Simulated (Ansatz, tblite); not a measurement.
# SiH4: removing and adding an electron

Aim: the energy of removing and adding an electron for SiH4, by energy differences, and how well orbital energies stand in for it.

Method: as each input shows; program: Ansatz 0.2.0, Gaussian basis.

Plan: charge +1 doublet, at the geometry of the singlet (PBE0-D4/def2-TZVP, PBE-D4/def2-TZVP, r2SCAN-D4/def2-TZVP, CCSD(T)/def2-TZVPP); charge -1 doublet, at the geometry of the singlet (PBE0-D4/def2-TZVPD, PBE-D4/def2-TZVPD, r2SCAN-D4/def2-TZVPD, CCSD(T)/def2-TZVPD); the starting singlet's energies come from earlier runs.

## (1) The geometry

The geometry is that of the singlet, from an earlier relaxation (PBE0-D4/def2-TZVP).

5 atoms, charge 0, spin multiplicity 1.

Atoms are counted from 1 here; the program's logs count them from 0.

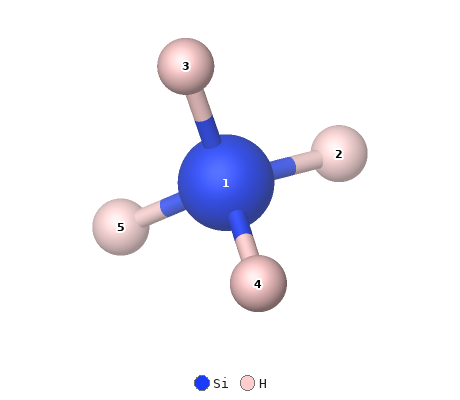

The structure; silicon blue, hydrogen pink; atoms are numbered from 1 in the order of the file.

## (2) Charge +1 doublet at the fixed geometry, PBE0-D4/def2-TZVP

The input, in.yaml:

```yaml
crystal:
  periodic: [false, false, false]
  atoms:
    - {symbol: Si, position_ang: [0.000006, 0.000001, 0.000010]}
    - {symbol: H, position_ang: [0.011579, -0.019743, 1.484474]}
    - {symbol: H, position_ang: [1.395812, 0.011521, -0.505694]}
    - {symbol: H, position_ang: [-0.707860, 1.216184, -0.473242]}
    - {symbol: H, position_ang: [-0.699536, -1.207964, -0.505547]}
basis:
  gaussian: {orbitals: def2-TZVP}
total_charge: 1
magnetization: {spin_polarized: true, initial_magnetization: 1}
hamiltonian: {xc: pbe0, dispersion: d4}
output: {orbitals: {seedname: orbitals}}
```

Run with:

```bash
$ ansatz run in.yaml --threads 4 --pin off --events-out ev --progress --plain --max-ram 3916MiB
```

What it wrote:

```text
Functional definition: PBE0
  name "PBE0"
  cite "Adamo & Barone, J. Chem. Phys. 110, 6158 (1999) doi:10.1063/1.478522"
  cite "Perdew, Burke & Ernzerhof, Phys. Rev. Lett. 77, 3865 (1996) doi:10.1103/PhysRevLett.77.3865"
  parent pbe
  parameter a = 0.25
  parameter kappa = 0.804
  parameter beta = 0.06672455060314922
  exchange = (1 - a)*pbe_x(kappa = kappa, mu = beta*pi^2/3) + a*exact_x
  correlation = pbe_c(beta = beta)
444 factors; their error is unknown
mean field evaluation 1: about -7925.6319 eV, gradient 1.1e1 eV
mean field evaluation 2: about -7926.2046 eV, gradient 6.5e0 eV
mean field evaluation 4: about -7926.4840 eV, gradient 4.4e-1 eV
mean field evaluation 8: about -7926.5199 eV, gradient 6.4e-2 eV
mean field evaluation 16: about -7926.5156 eV, gradient 2.5e0 eV
mean field -7926.65634057 eV, -291.2992476354 hartree, gradient 1.3e-5 eV, S^2 0.761903; 2 other end points of the search recorded, 0 dependent functions left out
reference -7926.65636708 eV, -291.2992486096 hartree; 9, 8 occupied and 52, 53 virtual orbitals, 444 factors
Total energy: -7926.67532913 eV, -291.2999454520 hartree
```

Run time: 0.96 s. Hardware: 4 threads of Arm Neoverse V1, shared host.

Report: HOMO -17.03 eV, LUMO -15.01 eV (over both spins); ⟨S²⟩ 0.762 (pure: 0.75).

## (3) Charge +1 doublet at the fixed geometry, PBE-D4/def2-TZVP

start.molden holds the orbitals of an earlier run on this state, given as this run's starting guess.

in.yaml: that of step 2 with these lines changed.

```diff
@@ -9,6 +9,7 @@
 basis:
-  gaussian: {orbitals: def2-TZVP}
+  gaussian: {orbitals: def2-TZVP, initial_orbitals: start.molden}
 total_charge: 1
 magnetization: {spin_polarized: true, initial_magnetization: 1}
-hamiltonian: {xc: pbe0, dispersion: d4}
+hamiltonian: {xc: pbe, dispersion: d4}
+scf: {omitted_lower_state_checks: [starts]}
 output: {orbitals: {seedname: orbitals}}
```

The command is unchanged.

What it wrote:

```text
Functional definition: PBE
  name "PBE"
  cite "Perdew, Burke & Ernzerhof, Phys. Rev. Lett. 77, 3865 (1996) doi:10.1103/PhysRevLett.77.3865"
  parent pbe
  parameter kappa = 0.804
  parameter beta = 0.06672455060314922
  exchange = pbe_x(kappa = kappa, mu = beta*pi^2/3)
  correlation = pbe_c(beta = beta)
these checks for a lower state are left out or cut short: starts
428 factors; their error is unknown
mean field evaluation 1: about -7925.9738 eV, gradient 4.4e0 eV
mean field evaluation 2: about -7926.0077 eV, gradient 4.7e-2 eV
mean field evaluation 4: about -7926.0025 eV, gradient 4.6e-5 eV
mean field -7926.00251774 eV, -291.2752200896 hartree, gradient 2.2e-5 eV, S^2 0.755060; 0 other end points of the search recorded, 0 dependent functions left out
reference -7926.00255323 eV, -291.2752213937 hartree; 9, 8 occupied and 52, 53 virtual orbitals, 428 factors
Total energy: -7926.02578545 eV, -291.2760751619 hartree
Checks for a lower state left out: starts
```

Run time: 0.51 s. Hardware: 4 threads of Arm Neoverse V1, shared host.

HOMO -15.95 eV, LUMO -15.79 eV (over both spins); ⟨S²⟩ 0.755 (pure: 0.75).

## (4) Charge +1 doublet at the fixed geometry, r2SCAN-D4/def2-TZVP

in.yaml: that of step 3 with these lines changed.

```diff
@@ -12,3 +12,3 @@
 magnetization: {spin_polarized: true, initial_magnetization: 1}
-hamiltonian: {xc: pbe, dispersion: d4}
+hamiltonian: {xc: r2scan, dispersion: d4}
 scf: {omitted_lower_state_checks: [starts]}
```

Same command.

What it wrote:

```text
Functional definition: r2SCAN
  name "r2SCAN"
  cite "Furness, Kaplan, Ning, Perdew & Sun, J. Phys. Chem. Lett. 11, 8208 (2020) doi:10.1021/acs.jpclett.0c02405"
  cite "Furness, Kaplan, Ning, Perdew & Sun, J. Phys. Chem. Lett. 11, 9248 (2020) doi:10.1021/acs.jpclett.0c03077"
  parent r2scan
  parameter k0 = 0.174
  parameter k1 = 0.065
  parameter a1 = 4.9479
  exchange = r2scan_x(k0 = k0, k1 = k1, a1 = a1)
  correlation = r2scan_c
these checks for a lower state are left out or cut short: starts
428 factors; their error is unknown
mean field evaluation 1: about -7929.4220 eV, gradient 3.1e0 eV
mean field evaluation 2: about -7929.4364 eV, gradient 1.8e-2 eV
mean field evaluation 4: about -7929.4293 eV, gradient 2.2e-5 eV
mean field -7929.42933472 eV, -291.4011532909 hartree, gradient 1.4e-5 eV, S^2 0.763511; 0 other end points of the search recorded, 0 dependent functions left out
reference -7929.42934775 eV, -291.4011537695 hartree; 9, 8 occupied and 52, 53 virtual orbitals, 428 factors
Total energy: -7929.43450115 eV, -291.4013431534 hartree
Checks for a lower state left out: starts
```

Wall time 1.2 s (4 threads of Arm Neoverse V1, shared host).

From the report: HOMO -16.19 eV, LUMO -15.75 eV (over both spins); ⟨S²⟩ 0.764 (pure: 0.75).

## (5) Charge +1 doublet at the fixed geometry, CCSD(T)/def2-TZVPP

in.yaml: that of step 4 with these lines changed.

```diff
@@ -9,7 +9,7 @@
 basis:
-  gaussian: {orbitals: def2-TZVP, initial_orbitals: start.molden}
+  gaussian: {orbitals: def2-TZVPP, initial_orbitals: start.molden}
 total_charge: 1
 magnetization: {spin_polarized: true, initial_magnetization: 1}
-hamiltonian: {xc: r2scan, dispersion: d4}
-scf: {omitted_lower_state_checks: [starts]}
+correlation: {method: ccsd_t}
+scf: {omitted_lower_state_checks: [starts, cluster_reference]}
 output: {orbitals: {seedname: orbitals}}
```

The command is unchanged.

What it wrote, shortened:

```text
Functional definition: HF
  name "HF"
  cite "Fock, Z. Phys. 61, 126 (1930) doi:10.1007/BF01340294"
  parent pbe
[...]
537 factors; integrals over basis functions are off by at most 1.1e-3 eV
[...]
mean field -7913.59450653 eV, -290.8192340878 hartree, gradient 3.2e-6 eV, S^2 0.761551; 0 other end points of the search recorded, 0 dependent functions left out
5 core orbitals not correlated: weight in the atoms' cores, before any rotation towards them, 1.000 or more for the frozen orbitals, at most 0.000 for the correlated occupied ones
reference -7913.59450653 eV, -290.8192340878 hartree; 4, 3 occupied and 89, 90 virtual orbitals, 537 factors
second order -3.11763349 eV of doubles, -0.00000000 eV of singles
cycle   1  -3.63048452 eV  change   -5.1e-1 eV  update   6.0e-2
[...]
cycle  11  -3.89318917 eV  change   -2.6e-6 eV  update   5.0e-6
perturbative correction -0.10132217 eV, -0.0037235209 hartree
Total energy: -7917.58901786 eV, -290.9660296717 hartree
Checks for a lower state left out: starts, cluster_reference
```

Wall time 2.2 s (4 threads of Arm Neoverse V1, shared host).

Hartree-Fock HOMO -19.88 eV, LUMO -10.79 eV (over both spins); ⟨S²⟩ 0.762 (pure: 0.75); T1 0.023.

## (6) Vertical ionisation energy

Charged state less starting state, singlet to doublet; the starting state's energies are those of its earlier runs.

Differences are taken before rounding.

```csv
method,vertical ionisation energy (eV),from CCSD(T)/def2-TZVPP (eV),time
HF/def2-TZVPP,11.95,-0.83,
PBE-D4/def2-TZVP,12.15,-0.63,0.81 s
r2SCAN-D4/def2-TZVP,12.30,-0.48,1.8 s
PBE0-D4/def2-TZVP,12.44,-0.33,1.2 s
MP2/def2-TZVPP,12.74,-0.04,
CCSD/def2-TZVPP,12.78,0.00,
CCSD(T)/def2-TZVPP,12.78,0,2.9 s
```

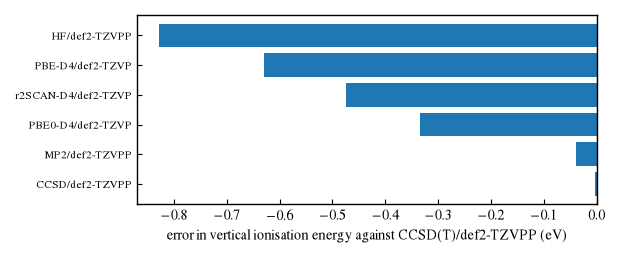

Error of each method against CCSD(T)/def2-TZVPP.

Times add the two runs; a level without a time comes out of a correlated run.

Beside −ε(HOMO) of the starting state:

```csv
level,−ε(HOMO) (eV),by difference (eV),mismatch (eV)
PBE-D4/def2-TZVP,8.51,12.15,-3.64
r2SCAN-D4/def2-TZVP,8.86,12.30,-3.44
PBE0-D4/def2-TZVP,9.86,12.44,-2.59
```

## (7) Charge -1 doublet at the fixed geometry, PBE0-D4/def2-TZVPD

in.yaml: that of step 5 with these lines changed.

```diff
@@ -9,7 +9,6 @@
 basis:
-  gaussian: {orbitals: def2-TZVPP, initial_orbitals: start.molden}
-total_charge: 1
+  gaussian: {orbitals: def2-TZVPD}
+total_charge: -1
 magnetization: {spin_polarized: true, initial_magnetization: 1}
-correlation: {method: ccsd_t}
-scf: {omitted_lower_state_checks: [starts, cluster_reference]}
+hamiltonian: {xc: pbe0, dispersion: d4}
 output: {orbitals: {seedname: orbitals}}
```

Same command.

What it wrote:

```text
Functional definition: PBE0
  name "PBE0"
  cite "Adamo & Barone, J. Chem. Phys. 110, 6158 (1999) doi:10.1063/1.478522"
  cite "Perdew, Burke & Ernzerhof, Phys. Rev. Lett. 77, 3865 (1996) doi:10.1103/PhysRevLett.77.3865"
  parent pbe
  parameter a = 0.25
  parameter kappa = 0.804
  parameter beta = 0.06672455060314922
  exchange = (1 - a)*pbe_x(kappa = kappa, mu = beta*pi^2/3) + a*exact_x
  correlation = pbe_c(beta = beta)
500 factors; their error is unknown
mean field evaluation 1: about -7937.3522 eV, gradient 6.6e0 eV
mean field evaluation 2: about -7937.5594 eV, gradient 4.5e0 eV
mean field evaluation 4: about -7937.6548 eV, gradient 1.1e-1 eV
mean field evaluation 8: about -7937.6573 eV, gradient 6.2e-3 eV
mean field evaluation 16: about -7937.5950 eV, gradient 8.1e-1 eV
mean field -7937.65730780 eV, -291.7035257243 hartree, gradient 1.5e-5 eV, S^2 0.750301; 4 other end points of the search recorded, 0 dependent functions left out
reference -7937.65733806 eV, -291.7035268365 hartree; 10, 9 occupied and 69, 70 virtual orbitals, 500 factors
Total energy: -7937.73293776 eV, -291.7063050740 hartree
```

Run time: 1.1 s. Hardware: 4 threads of Arm Neoverse V1, shared host.

Report: HOMO 2.52 eV, LUMO 3.87 eV (over both spins); ⟨S²⟩ 0.750 (pure: 0.75). Doubts: highest occupied level lies above zero.

## (8) Charge -1 doublet at the fixed geometry, PBE-D4/def2-TZVPD

in.yaml: that of step 7 with these lines changed.

```diff
@@ -9,6 +9,7 @@
 basis:
-  gaussian: {orbitals: def2-TZVPD}
+  gaussian: {orbitals: def2-TZVPD, initial_orbitals: start.molden}
 total_charge: -1
 magnetization: {spin_polarized: true, initial_magnetization: 1}
-hamiltonian: {xc: pbe0, dispersion: d4}
+hamiltonian: {xc: pbe, dispersion: d4}
+scf: {omitted_lower_state_checks: [starts]}
 output: {orbitals: {seedname: orbitals}}
```

Launched as before.

What it wrote:

```text
Functional definition: PBE
  name "PBE"
  cite "Perdew, Burke & Ernzerhof, Phys. Rev. Lett. 77, 3865 (1996) doi:10.1103/PhysRevLett.77.3865"
  parent pbe
  parameter kappa = 0.804
  parameter beta = 0.06672455060314922
  exchange = pbe_x(kappa = kappa, mu = beta*pi^2/3)
  correlation = pbe_c(beta = beta)
these checks for a lower state are left out or cut short: starts
479 factors; their error is unknown
mean field evaluation 1: about -7936.7746 eV, gradient 4.4e0 eV
mean field evaluation 2: about -7936.8075 eV, gradient 4.5e-2 eV
mean field evaluation 4: about -7936.7998 eV, gradient 3.0e-4 eV
mean field evaluation 8: about -7936.7998 eV, gradient 1.2e-5 eV
mean field -7936.79981204 eV, -291.6720133363 hartree, gradient 1.3e-5 eV, S^2 0.750215; 0 other end points of the search recorded, 0 dependent functions left out
reference -7936.79985275 eV, -291.6720148324 hartree; 10, 9 occupied and 69, 70 virtual orbitals, 479 factors
Total energy: -7936.89231542 eV, -291.6754127730 hartree
Checks for a lower state left out: starts
```

Run time: 0.96 s. Hardware: 4 threads of Arm Neoverse V1, shared host.

From the report: HOMO 2.85 eV, LUMO 3.37 eV (over both spins); ⟨S²⟩ 0.750 (pure: 0.75). Doubts: highest occupied level lies above zero.

## (9) Charge -1 doublet at the fixed geometry, r2SCAN-D4/def2-TZVPD

in.yaml: that of step 8 with these lines changed.

```diff
@@ -12,3 +12,3 @@
 magnetization: {spin_polarized: true, initial_magnetization: 1}
-hamiltonian: {xc: pbe, dispersion: d4}
+hamiltonian: {xc: r2scan, dispersion: d4}
 scf: {omitted_lower_state_checks: [starts]}
```

The command is unchanged.

What it wrote:

```text
Functional definition: r2SCAN
  name "r2SCAN"
  cite "Furness, Kaplan, Ning, Perdew & Sun, J. Phys. Chem. Lett. 11, 8208 (2020) doi:10.1021/acs.jpclett.0c02405"
  cite "Furness, Kaplan, Ning, Perdew & Sun, J. Phys. Chem. Lett. 11, 9248 (2020) doi:10.1021/acs.jpclett.0c03077"
  parent r2scan
  parameter k0 = 0.174
  parameter k1 = 0.065
  parameter a1 = 4.9479
  exchange = r2scan_x(k0 = k0, k1 = k1, a1 = a1)
  correlation = r2scan_c
these checks for a lower state are left out or cut short: starts
479 factors; their error is unknown
mean field evaluation 1: about -7940.2636 eV, gradient 3.1e0 eV
mean field evaluation 2: about -7940.2790 eV, gradient 2.5e-2 eV
mean field evaluation 4: about -7940.2724 eV, gradient 1.4e-4 eV
mean field evaluation 8: about -7940.2724 eV, gradient 1.4e-5 eV
mean field -7940.27238290 eV, -291.7996279618 hartree, gradient 1.4e-5 eV, S^2 0.750887; 0 other end points of the search recorded, 0 dependent functions left out
reference -7940.27240318 eV, -291.7996287068 hartree; 10, 9 occupied and 69, 70 virtual orbitals, 479 factors
Total energy: -7940.29393245 eV, -291.8004198931 hartree
Checks for a lower state left out: starts
```

It took 1.9 s on 4 threads of Arm Neoverse V1, shared host.

From the report: HOMO 2.84 eV, LUMO 4.17 eV (over both spins); ⟨S²⟩ 0.751 (pure: 0.75). Doubts: highest occupied level lies above zero.

## (10) Charge -1 doublet at the fixed geometry, CCSD(T)/def2-TZVPD

in.yaml: that of step 9 with these lines changed.

```diff
@@ -12,4 +12,4 @@
 magnetization: {spin_polarized: true, initial_magnetization: 1}
-hamiltonian: {xc: r2scan, dispersion: d4}
-scf: {omitted_lower_state_checks: [starts]}
+correlation: {method: ccsd_t}
+scf: {omitted_lower_state_checks: [starts, cluster_reference]}
 output: {orbitals: {seedname: orbitals}}
```

Launched as before.

What it wrote, shortened:

```text
Functional definition: HF
  name "HF"
  cite "Fock, Z. Phys. 61, 126 (1930) doi:10.1007/BF01340294"
  parent pbe
[...]
568 factors; integrals over basis functions are off by at most 1.0e-3 eV
[...]
mean field -7923.55346090 eV, -291.1852189107 hartree, gradient 1.5e-6 eV, S^2 0.751219; 0 other end points of the search recorded, 0 dependent functions left out
5 core orbitals not correlated: weight in the atoms' cores, before any rotation towards them, 1.000 or more for the frozen orbitals, at most 0.000 for the correlated occupied ones
reference -7923.55346090 eV, -291.1852189107 hartree; 5, 4 occupied and 69, 70 virtual orbitals, 568 factors
second order -3.92727745 eV of doubles, -0.00000000 eV of singles
cycle   1  -4.57881703 eV  change   -6.5e-1 eV  update   6.6e-2
[...]
cycle   9  -4.82177620 eV  change    6.6e-6 eV  update   6.0e-6
perturbative correction -0.13719562 eV, -0.0050418460 hartree
Total energy: -7928.51243272 eV, -291.3674577638 hartree
Checks for a lower state left out: starts, cluster_reference
```

Wall time 1.9 s (4 threads of Arm Neoverse V1, shared host).

Report: Hartree-Fock HOMO 1.95 eV, LUMO 5.98 eV (over both spins); ⟨S²⟩ 0.751 (pure: 0.75); T1 0.018. Doubts: highest occupied level lies above zero.

## (11) Vertical electron affinity

Starting state less charged state (positive: the electron is bound), singlet to doublet; the starting state's energies are those of its earlier runs.

```csv
method,vertical electron affinity (eV),from CCSD(T)/def2-TZVPD (eV),time
HF/def2-TZVPD,-1.98,-0.40,
PBE-D4/def2-TZVPD,-1.29,+0.29,1.3 s
r2SCAN-D4/def2-TZVPD,-1.45,+0.13,2.6 s
PBE0-D4/def2-TZVPD,-1.39,+0.19,1.4 s
MP2/def2-TZVPD,-1.65,-0.07,
CCSD/def2-TZVPD,-1.62,-0.04,
CCSD(T)/def2-TZVPD,-1.58,0,2.4 s
```

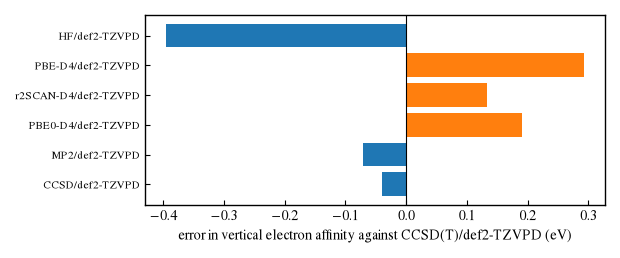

How far each level lands from CCSD(T)/def2-TZVPD.

Times add the two runs; a level without a time comes out of a correlated run.

Beside −ε(LUMO) of the starting state:

```csv
level,−ε(LUMO) (eV),by difference (eV),mismatch (eV)
PBE-D4/def2-TZVPD,0.18,-1.29,+1.47
r2SCAN-D4/def2-TZVPD,-0.63,-1.45,+0.82
PBE0-D4/def2-TZVPD,-0.40,-1.39,+0.99
```

## (12) What came out

| quantity | value |
| --- | --- |
| vertical ionisation energy, functionals in def2-TZVP | 12.15 (PBE-D4) to 12.44 eV (PBE0-D4) |
| vertical ionisation energy, CCSD(T)/def2-TZVPP | 12.78 eV |
| vertical electron affinity, functionals in def2-TZVPD | -1.45 (r2SCAN-D4) to -1.29 eV (PBE-D4) |
| vertical electron affinity, CCSD(T)/def2-TZVPD | -1.58 eV |

The vertical ionisation energy spans 12.15 to 12.44 eV over the functionals, beside 12.78 eV from CCSD(T)/def2-TZVPP. −ε(HOMO) misses the level's own difference by -2.59 eV at best (PBE0-D4) and -3.64 eV at worst (PBE-D4). CCSD(T)/def2-TZVPP isn't at the basis-set limit; small misses against it rank nothing. The vertical electron affinity spans -1.45 to -1.29 eV over the functionals, beside -1.58 eV from CCSD(T)/def2-TZVPD. A negative affinity means an unbound electron, held by the basis alone. −ε(LUMO) misses the level's own difference by +0.82 eV at best (r2SCAN-D4) and +1.47 eV at worst (PBE-D4).
